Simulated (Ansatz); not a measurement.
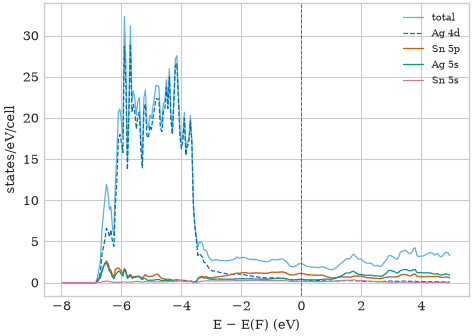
Fig. 1. Total and projected density of states of Ag$_{3}$Sn in space group Pmmn (No. 59; Ag on 2b, Ag on 4e, Sn on 2a), PBEsol (plane waves, PAW; program Ansatz)

Question: Which orbitals carry the states next to the Fermi level?

Answer: Within 0.5 eV of the Fermi level: Sn 5p 48 %, Ag 5s 17 %, Ag 4d 16 %, Sn 5s 7 %, outside the projected shells 12 %. Projections are on Löwdin-orthogonalised atomic valence shells; empty p or d shells of many metals are not among them.

Question: Where is the tallest occupied peak in this window, and what makes it?

Answer: Near -5.9 eV, about 32 states/eV per cell; the largest projected share is Ag 4d.

The workflow started from a Materials Project entry (that database holds measured and hypothetical structures alike); the Crystallography Open Database files this formula in space group No. 59, but the cells were not matched. Whether it is the stable phase at ambient conditions was not checked. The PBEsol relaxation kept the symmetry of its start; of distortions, only those at the zone centre were tested. No spin polarisation was allowed. Spin–orbit coupling is left out wherever it is not named.

Potentials: the later of the program's two PAW sets.
